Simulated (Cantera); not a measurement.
Charge: 1 mol Cu, 3 mol HF, equilibrated at 8.40 Pa.

These are equilibrium values from Cantera (NASA tables, ideal gas, pure condensed phases), not measurements of a reactor. Candidate condensed phases: Cu, CuF₂; 15 gas species. Equilibrium is a limit: real reactors are often held back by kinetics, nucleation or transport.

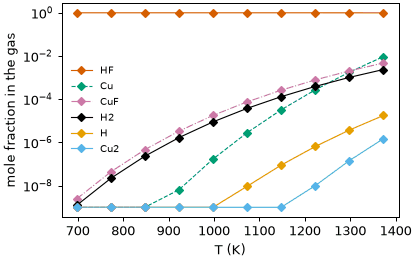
Fig. 1. Equilibrium gas composition (values under 1e-9 drawn at 1e-9)

From 698 K to 1298 K the condensed part is Cu(s). At 1373 K the condensed part is Cu(l).
